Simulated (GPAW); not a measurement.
**A GW chain in GPAW: BaMg2Sb2 (P-3m1)**

How does a plane-wave GW calculation on BaMg2Sb2 (P-3m1) run from the first input to the gap?

Calculated with GPAW 26.7.0; LDA and many-body steps on it, plane waves.

## 1. The starting structure

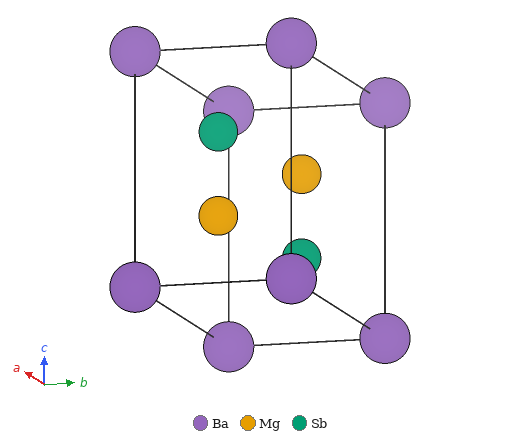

The cell as given, from a free direction (barium purple, magnesium orange, antimony teal). Some periodic images of atoms are drawn too.

The cell and positions come from the Crystallography Open Database and are kept as given unless a step says otherwise. Spin-orbit coupling is left out unless a step names it.

## 2. Ground state

This step: GPAW 26.7.0; DFT, LDA, plane waves, PAW.

The ground-state density comes first.

File run.py:

```python
import json
import numpy as np
from gpaw.mpi import world
from ase import Atoms
from gpaw import GPAW, PW, FermiDirac

atoms = Atoms(['Ba', 'Mg', 'Mg', 'Sb', 'Sb'],
    cell=[[4.7700000000, 0.0000000000, 0.0000000000],
      [-2.3850000000, 4.1309411761, 0.0000000000],
      [0.0000000000, 0.0000000000, 8.1000000000]],
    scaled_positions=[[0.0000000000, 0.0000000000, 0.0000000000],
      [0.3333333333, 0.6666666667, 0.6247000000],
      [0.6666666667, 0.3333333333, 0.3753000000],
      [0.3333333333, 0.6666666667, 0.2680000000],
      [0.6666666667, 0.3333333333, 0.7320000000]],
    pbc=(True, True, True))
calc = GPAW(mode=PW(450),
    xc='LDA',
    kpts={'size': (6, 6, 4), 'gamma': True},
    occupations=FermiDirac(0.001),
    nbands=-8,
    convergence={'density': 1e-6, 'bands': -3},
    maxiter=100,
    txt='gs.txt')
atoms.calc = calc
res = {'energy': atoms.get_potential_energy()}
kpts = calc.get_ibz_k_points()
res['kpts'] = kpts
res['eigenvalues'] = [calc.get_eigenvalues(kpt=k) for k in range(len(kpts))]
res['n_electrons'] = calc.get_number_of_electrons()
calc.write('gs.gpw')

if world.rank == 0:
    with open('result.json', 'w') as f:
        json.dump(res, f, default=lambda x: x.tolist())
```

On the command line:

```bash
$ mpirun -n 4 gpaw python run.py
```

Numbers of over 12 decimals in the logs are rounded to 6 here.

Log:

```text
__  _  _
 | _ |_)|_||  |
 |__||  | ||/\| - 26.7.0

Input parameters:
  mode=PW(ecut=450.000000),
  convergence={'density': 1e-06, 'bands': -3},
  kpts=MonkhorstPack(size=(6, 6, 4), gamma=True),
  maxiter=100,
  nbands=-8,
  occupations=Occupations(name='fermi-dirac', width=0.001, fixmagmom=False),
  xc=XC(name='LDA')
  [... matrices ...]
Diagonalizing LCAO Hamiltonian
Converting LCAO to pw mode

              Sb
         Mg

         Sb   Mg

       Ba

Atoms  # Å, Bohr magnetons
|   | symbol |         x |        y |        z |    initial magnetic moments |
| 0 |     Ba |  0.000000 | 0.000000 | 0.000000 | ( 0.0000,  0.0000,  0.0000) |
| 1 |     Mg | -0.000000 | 2.753961 | 5.060070 | ( 0.0000,  0.0000,  0.0000) |
| 2 |     Mg |  2.385000 | 1.376980 | 3.039930 | ( 0.0000,  0.0000,  0.0000) |
| 3 |     Sb | -0.000000 | 2.753961 | 2.170800 | ( 0.0000,  0.0000,  0.0000) |
| 4 |     Sb |  2.385000 | 1.376980 | 5.929200 | ( 0.0000,  0.0000,  0.0000) |

Unit cell  # Å
| periodic |         x |        y |        z |  lengths |     angles |
|      yes |  4.770000 | 0.000000 | 0.000000 | 4.770000 |  90.000000 |
|      yes | -2.385000 | 4.130941 | 0.000000 | 4.770000 |  90.000000 |
|      yes |  0.000000 | 0.000000 | 8.100000 | 8.100000 | 120.000000 |

Number of symmetries: 12
Symmetry operations  # r_c * U_cc + t_c -> r_c
|    | kind |            matrix            |
|  0 |  σ   |  1, 1, 0,  0,-1, 0,  0, 0, 1 |
|  1 |  S6  |  1, 1, 0, -1, 0, 0,  0, 0,-1 |
|  2 |  E   |  1, 0, 0,  0, 1, 0,  0, 0, 1 |
|  3 |  C2  |  1, 0, 0, -1,-1, 0,  0, 0,-1 |
|  4 |  C2  |  0, 1, 0,  1, 0, 0,  0, 0,-1 |
|  5 |  C3  |  0, 1, 0, -1,-1, 0,  0, 0, 1 |
|  6 |  S6  |  0,-1, 0,  1, 1, 0,  0, 0,-1 |
|  7 |  σ   |  0,-1, 0, -1, 0, 0,  0, 0, 1 |
|  8 |  σ   | -1, 0, 0,  1, 1, 0,  0, 0, 1 |
|  9 |  i   | -1, 0, 0,  0,-1, 0,  0, 0,-1 |
| 10 |  C3  | -1,-1, 0,  1, 0, 0,  0, 0, 1 |
| 11 |  C2  | -1,-1, 0,  0, 1, 0,  0, 0,-1 |

BZ-sampling:
  Number of BZ points: 144
  Number of IBZ points: 24

  Monkhorst-Pack size: [6, 6, 4]
  Monkhorst-Pack shift: [0.083333, 0.083333, 0.125]

K-points  # in reciprocal-cell coordinates
|     |                                coordinates |     weight |
|   0 | (  0.00000000,   0.00000000,   0.00000000) | 0.00694444 |
|   1 | (  0.00000000,   0.00000000,   0.25000000) | 0.01388889 |
|   2 | (  0.00000000,   0.00000000,   0.50000000) | 0.00694444 |
|   3 | (  0.16666667,   0.00000000,  -0.25000000) | 0.04166667 |
|   4 | (  0.16666667,   0.00000000,   0.00000000) | 0.04166667 |
|   5 | (  0.16666667,   0.00000000,   0.25000000) | 0.04166667 |
|   6 | (  0.16666667,   0.00000000,   0.50000000) | 0.04166667 |
|   7 | (  0.33333333,  -0.16666667,   0.00000000) | 0.04166667 |
|   8 | (  0.33333333,  -0.16666667,   0.25000000) | 0.08333333 |
|   9 | (  0.33333333,  -0.16666667,   0.50000000) | 0.04166667 |
| ... |                                            |            |
|  23 | (  0.50000000,   0.50000000,   0.50000000) | 0.02083333 |

Plane wave coefficients: 3486
Cutoff: 450.000000 eV

Spin-components: 1 (collinear spins)
Bands:           38
Projectors:      28
Spin-degeneracy: 2
Datatype:        complex128

  Storage: CPU
  Wave functions: 50_590_464 bytes (12_647_616 per core)
  Projectors: 41_271_168 bytes (10_317_792 per core)
  [... matrices ...]
Parallelization:
  kpt:    4
  domain: 1
  band:   1

Density:
  Valence electrons: 60.0
  Components: 1
  Grid points: [24 24 40]
  Charge: 0.0  # |e|

Potential:
  Grid points: [24 24 40]

species:
  Ba:
    name:    Barium
    Z:       56.0
    valence: 10
    core:    46
    charge:  0.0  # [|e|]
    compensation charges:
      type: gauss
      rc: 0.37  # [Å]
      lmax: 2
    cutoffs:
      filter: 2.06  # [Å]
      core: 2.33  # [Å]
    projectors
    | kind |    occ | energy [eV] | rcut [Å] |
    |   5s |  2.000 |     -33.774 |    1.164 |
    |   6s |  2.000 |      -3.346 |    1.164 |
    |   5p |  6.000 |     -18.813 |    1.164 |
    |    p |        |       0.000 |    1.164 |
    |    d |        |       0.000 |    1.164 |
    |    d |        |      27.211 |    1.164 |

    Using partial waves for Ba as LCAO basis

  Mg:
    name:    Magnesium
    Z:       12.0
    valence: 10
    core:    2
    charge:  0.0  # [|e|]
    compensation charges:
      type: gauss
      rc: 0.33  # [Å]
      lmax: 2
    cutoffs:
      filter: 1.86  # [Å]
      core: 0.54  # [Å]
    projectors
    | kind |    occ | energy [eV] | rcut [Å] |
    |   2s |  2.000 |     -79.291 |    1.090 |
    |   3s |  2.000 |      -4.782 |    1.090 |
    |   2p |  6.000 |     -46.725 |    1.085 |
    |   3p |  0.000 |      -1.374 |    1.085 |
    |    d |        |       0.000 |    1.037 |

    Using partial waves for Mg as LCAO basis

  Sb:
    name:    Antimony
    Z:       51.0
    valence: 15
    core:    36
    charge:  0.0  # [|e|]
    compensation charges:
      type: gauss
      rc: 0.36  # [Å]
      lmax: 2
    cutoffs:
      filter: 2.23  # [Å]
      core: 2.23  # [Å]
    projectors
    | kind |    occ | energy [eV] | rcut [Å] |
    |   5s |  2.000 |     -13.069 |    1.154 |
    |   5p |  3.000 |      -4.994 |    1.233 |
    |   4d | 10.000 |     -33.564 |    1.196 |
    |    s |        |      14.142 |    1.154 |
    |    p |        |      22.217 |    1.233 |
    |    d |        |      -6.353 |    1.196 |

    Using partial waves for Sb as LCAO basis

Reference energy: -584227.106198  # eV

eigensolver:
  PPCG
  Converge bands: -3
  niter=2

density mixing:
  MSR1-Mixer
  Pratt-step length: 0.05
  Maximum mixing coefficient: 0.75
  Old densities: 10
  SVD Regularization: 0.005
  Good broyden scale: 1.0
  Trust region scale: 1.0
  Backstep threshold: 4.0
  History deletion threshold: 6.0
  Fourier metric: weight=20.0, sigma=0.015

occupation numbers:
  Fermi-Dirac:
    width: 0.0010  # eV

poisson solver:
  ecut: 3600.000000  # eV

xc functional:
  name: None

Initialization done in: 2.350 s

convergence criteria:
- Maximum integral of absolute [dens]ity change: 1e-06 electrons / valence electron
- Maximum [total energy] change in last 3 cyles: 0.0005 eV / valence electron
- Maximum integral of absolute [eigenst]ate change: 4e-08 eV^2 / valence electron
maximum number of iterations: 100

SCF iterations
|iter     |     time |      energy | eigst |  dens |
|iter:   1|  |  -20.615803 | +1.26 |       |
|iter:   2|  |  -20.609320 | +0.57 | -1.30 |
|iter:   3|  |  -20.901409 | +0.11 | -1.34 |
|iter:   4|  |  -20.147246 | +0.23 | -1.49 |
|iter:   5|  |  -20.135432 | -0.53 | -1.88 |
|iter:   6|  |  -20.135600c| -0.97 | -2.30 |
|iter:   7|  |  -20.135620c| -1.23 | -3.01 |
|iter:   8|  |  -20.135620c| -1.44 | -3.67 |
|iter:   9|  |  -20.135620c| -1.39 | -4.29 |
|iter:  10|  |  -20.135620c| -1.62 | -4.96 |
|iter:  11|  |  -20.135620c| -1.94 | -5.59 |
|iter:  12|  |  -20.135620c| -2.20 | -6.37c|
|iter:  13|  |  -20.135620c| -2.44 | -6.68c|
|iter:  14|  |  -20.135620c| -2.61 | -7.45c|
|iter:  15|  |  -20.135620c| -2.80 | -8.10c|
|iter:  16|  |  -20.135620c| -2.96 | -8.61c|
|iter:  17|  |  -20.135620c| -3.13 | -8.97c|
|iter:  18|  |  -20.135620c| -3.26 | -9.58c|
|iter:  19|  |  -20.135620c| -3.40 |-10.15c|
|iter:  20|  |  -20.135620c| -3.50 |-10.60c|
|iter:  21|  |  -20.135620c| -3.63 |-11.20c|
|iter:  22|  |  -20.135620c| -3.72 |-11.83c|
|iter:  23|  |  -20.135620c| -3.83 |-12.59c|
|iter:  24|  |  -20.135620c| -3.92 |-12.93c|
|iter:  25|  |  -20.135620c| -4.02 |-13.24c|
|iter:  26|  |  -20.135620c| -4.11 |-13.68c|
|iter:  27|  |  -20.135620c| -4.16 |-13.90c|
|iter:  28|  |  -20.135620c| -4.25 |-14.02c|
[...]
|iter:  45|  |  -20.135620c| -5.75 |-15.19c|
|iter:  46|  |  -20.135620c| -6.02 |-15.20c|
|iter:  47|  |  -20.135620c| -5.71 |-15.23c|
|iter:  48|  |  -20.135620c| -6.45 |-15.32c|
|iter:  49|  |  -20.135620c| -7.08 |-15.40c|
|iter:  50|  |  -20.135620c| -7.44c|-15.29c|

Converged in 50 steps
SCF loop duration: 90.214 s (1.804 s/step)
Energy contributions relative to reference atoms: (reference = -584227.106198)
  [... matrices ...]
Energy contributions:
  Kinetic:          -2.427537
  Coulomb:           4.724128
  Zero:              0.277564
  External:          0.000000
  Xc:              -22.709776
  Entropy:          -0.000000
  Spinorbit:         0.000000
  ----------------------------
  Free energy:     -20.135620
  Extrapolated:    -20.135620

dipole moment: (-14.392042, -24.927748, -48.878634)  # |e|*Ang

Fermi level: 5.257
Eigenvalues  # (at kpt = [0.000, 0.000, 0.000])
| band index |      eig [eV] | occ [0-2] |
|          0 |       -70.633 |     2.000 |
|        ... |               |           |
|         22 |        -4.664 |     2.000 |
|         23 |        -3.652 |     2.000 |
|         24 |         1.124 |     2.000 |
|         25 |         3.627 |     2.000 |
|         26 |         3.627 |     2.000 |
|         27 |         4.579 |     2.000 |
|         28 |         4.617 |     2.000 |
|         29 |         4.617 |     2.000 |
|         30 |         6.044 |     0.000 |
|         31 |         6.093 |     0.000 |
|         32 |         6.696 |     0.000 |
|         33 |         7.253 |     0.000 |
|         34 |         7.253 |     0.000 |
|         35 |         7.603 |     0.000 |
|         36 |         7.603 |     0.000 |
|         37 |         8.600 |     0.000 |

Gap: 0.784 eV
Transition (v -> c):
  (s=0, k=0, n=29, [0.00, 0.00, 0.00]) -> (s=0, k=21, n=30, [0.50, 0.50, 0.00])
Direct/indirect transitions are different
Direct gap: 1.427 eV
Transition at: (s=0, k=0, n=29, [0.00, 0.00, 0.00])
# Writing to gs.gpw (mode='')
  [... matrices ...]
```

It took 95 s on 4 MPI ranks of Arm Neoverse N1, shared host; peak memory 0.84 GiB; 6.3 min of CPU time.

This step gave:

- total energy: -20.14 eV
- gap: 0.7841 eV
- k of the valence top: 0, 0, 0
- k of the conduction bottom: 0.5, 0.5, 0
- least direct gap: 1.427 eV

The gap is indirect, with the least direct gap 0.64 eV higher.

## 3. Empty states on the mesh, 3×3×2 mesh, 269 bands

The sums over transitions need many empty states on a uniform mesh; this step solves for them.

File run.py:

```python
import json
import numpy as np
from gpaw.mpi import world
from gpaw import GPAW

calc = GPAW('gs.gpw').fixed_density(kpts={'size': (3, 3, 2), 'gamma': True},
    parallel={'domain': 1, 'band': 1},
    txt='nscf.txt')
calc.diagonalize_full_hamiltonian(nbands=269)
calc.write('full.gpw', mode='all')
res = {}
kpts = calc.get_ibz_k_points()
res['kpts'] = kpts
res['eigenvalues'] = [calc.get_eigenvalues(kpt=k) for k in range(len(kpts))]
res['n_electrons'] = calc.get_number_of_electrons()

if world.rank == 0:
    with open('result.json', 'w') as f:
        json.dump(res, f, default=lambda x: x.tolist())
```

On the command line:

```bash
$ mpirun -n 4 gpaw python run.py
```

Log:

```text
Diagonalizing LCAO Hamiltonian
Converting LCAO to pw mode
convergence criteria:
- Maximum integral of absolute [eigenst]ate change: 4e-08 eV^2 / valence electron
maximum number of iterations: 100

SCF iterations
|iter     |     time |      energy | eigst |  dens |
|iter:   1|  |             | +1.31 |       |
|iter:   2|  |             | +0.70 |       |
|iter:   3|  |             | +0.23 |       |
[...]
|iter:  48|  |             | -4.94 |       |
|iter:  49|  |             | -4.86 |       |
[... further lines of this kind ...]
|iter:  81|  |             | -7.45c|       |
SCF steps: 81
  __  _  _
 | _ |_)|_||  |
 |__||  | ||/\| - 26.7.0

Input parameters:
  mode=PW(ecut=450.000000),
  convergence={'density': 1e-06, 'bands': -3},
  gpts=array([24, 24, 40]),
  kpts=MonkhorstPack(size=(3, 3, 2), gamma=True),
  maxiter=100,
  nbands=38,
  occupations=Occupations(name='fermi-dirac', width=0.001, fixmagmom=False),
  parallel={'domain': 1, 'band': 1},
  xc=XC(name='LDA')
Matrix size: 3467x3467
# Writing to full.gpw (mode='all')
  [... matrices ...]

timing:  # [seconds]
  Total: 113.844  # ━━━━━━━━━━━━━━━━━━━━━━━━━━━━━━━━━━━━━━━━━━━━━━━━━━━━━━━━━
```

Wall time 2.6 min (4 MPI ranks); peak memory 4.1 GiB; 10 min of CPU time.

This step gave:

| Quantity | Value |
| --- | --- |
| gap | 1.039 eV |
| k of the valence top | 0, 0, 0 |
| k of the conduction bottom | 0.3333, 0, 0 |
| least direct gap | 1.427 eV |
| k points computed | 6 |
| lowest point of the top converged band, above the valence top | 67.8748 eV |

On this mesh the gap is 1.039 eV. The earlier step found 0.784 eV, so this mesh misses an edge.

(Part 1 of 2 ends here.)

[Paths, hosts, dates, memory and timing lines, banners, echoed tables and standing remarks are left out of the program output.]

[Logs are printed without paths, hosts, clocks, repeated set-up lines and the standing remarks that a program may print on its own settings, such as how far it seeks lower states.]

[Runs of the session that timed out or met a known fault of the program may be left out.]

[Hosts, paths, dates, database ids (printed as entryN), source tags and the programs' standing remarks are cut or masked in the printed files.]
